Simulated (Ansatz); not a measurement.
# C11H13FTi (SMILES [CH3][Ti]12345678([F])([CH]9[CH]1[CH]2[CH]3[CH]94)[CH]1[CH]5[CH]6[CH]7[CH]18): what the fields show

The calculation's input:

```
crystal:
  periodic: [false, false, false]
  atoms:
    - {symbol: C, position_ang: [-1.284551, -1.799784, -0.083155]}
    - {symbol: Ti, position_ang: [-0.008922, -0.133896, 0.407038]}
    - {symbol: F, position_ang: [0.060001, -0.536278, 2.175176]}
    - {symbol: C, position_ang: [-2.112249, 0.971435, 0.812587]}
    - {symbol: C, position_ang: [-1.918087, 0.921320, -0.588025]}
    - {symbol: C, position_ang: [-0.795787, 1.703694, -0.896495]}
    - {symbol: C, position_ang: [-0.277197, 2.218550, 0.317042]}
    - {symbol: C, position_ang: [-1.114246, 1.784460, 1.362148]}
    - {symbol: C, position_ang: [2.371945, -0.225116, 0.564937]}
    - {symbol: C, position_ang: [2.065482, 0.526904, -0.583637]}
    - {symbol: C, position_ang: [1.418737, -0.325525, -1.503730]}
    - {symbol: C, position_ang: [1.338038, -1.605707, -0.922146]}
    - {symbol: C, position_ang: [1.923890, -1.542515, 0.355449]}
    - {symbol: H, position_ang: [-2.235418, -1.673175, 0.437292]}
    - {symbol: H, position_ang: [-0.800059, -2.702153, 0.297115]}
    - {symbol: H, position_ang: [-1.486396, -1.933650, -1.148486]}
    - {symbol: H, position_ang: [-2.863686, 0.432585, 1.368315]}
    - {symbol: H, position_ang: [-2.523131, 0.371384, -1.291409]}
    - {symbol: H, position_ang: [-0.389328, 1.871898, -1.881278]}
    - {symbol: H, position_ang: [0.584799, 2.858693, 0.423016]}
    - {symbol: H, position_ang: [-0.952880, 1.959750, 2.414474]}
    - {symbol: H, position_ang: [2.815790, 0.154324, 1.473073]}
    - {symbol: H, position_ang: [2.281745, 1.573016, -0.733162]}
    - {symbol: H, position_ang: [1.050663, -0.051103, -2.480336]}
    - {symbol: H, position_ang: [0.898302, -2.478239, -1.376513]}
    - {symbol: H, position_ang: [1.952545, -2.340853, 1.080722]}
basis:
  gaussian: {orbitals: def2-TZVPP}
hamiltonian: {xc: pbe0, dispersion: d4}
output: {orbitals: {seedname: orbitals}}
```

Launched as:

```sh
ansatz run in.yaml --threads 11 --pin off --events-out ev --progress --plain --max-ram 110592MiB --backend cuda --devices 0, --max-vram 75GiB
```

Geometry: PBE0-D4/def2-TZVP.

The calculation used RKS PBE0-D4/def2-TZVPP (Ansatz 0.2.0).

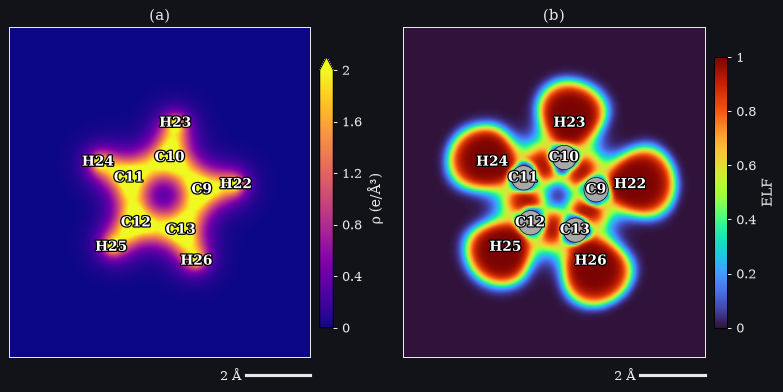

Figure 1. (a) electron density; (b) electron localisation function on the plane of atoms C9, C10 and H23. Grey discs cover the atomic cores in the ELF map.

Q: Read the bonding off the picture.

A:
- Atoms in the plane: C and H.
- C–C (1.41 Å): ρ at the midpoint is about 2.1 e/Å³; the ELF peaks at about 0.95 between the atoms, as expected for a covalent bond.
- C–H (1.08 Å): the density is about 2.1 e/Å³ at the midpoint; the ELF climbs to about 1 towards the hydrogen, as it does in any bond to H (an ordinary covalent bond to hydrogen).

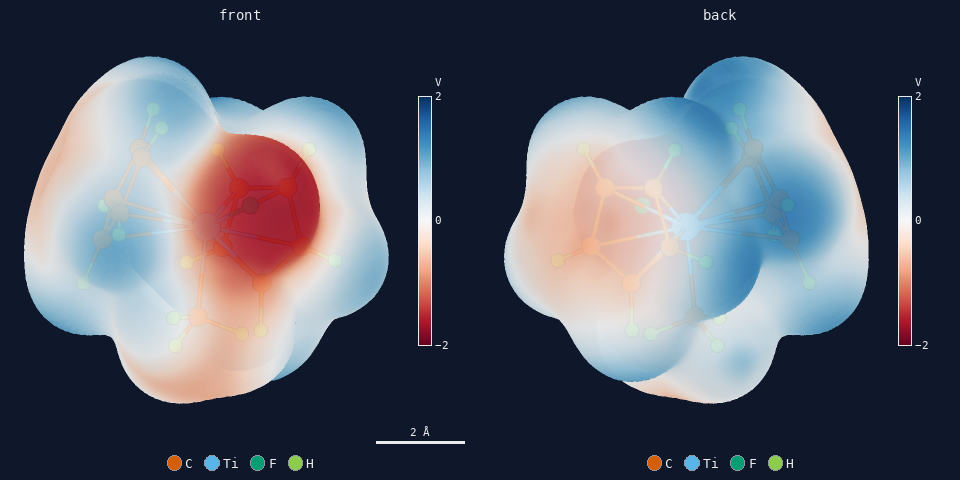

Figure 2. The electrostatic potential painted on the density surface at 0.002 e/bohr³, seen from the front and from behind; the colour scale runs from red (negative) to blue (positive).

Q: Which sites attract a positive test charge, and which a negative one?

A: A positive charge is drawn to the negative regions and a negative charge to the positive ones. The most negative region (about −1.7 V) lies over F3, the most positive (about +1.4 V) over H19, H20, H23 and H24.

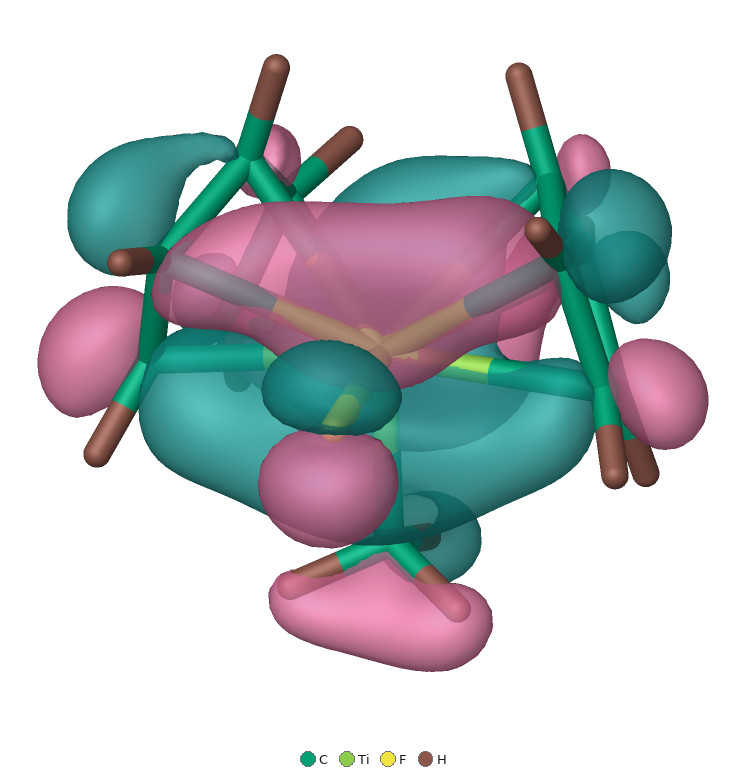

Figure 3. The LUMO at ±0.06 Å⁻³ᐟ² (teal and pink are the two phases), seen at an oblique angle.

Q: Describe this orbital and give its energy.

A: By Hirshfeld shares it lies mainly on Ti2 (about 65 %) and F3 (about 10 %). Its energy is −1.41 eV.
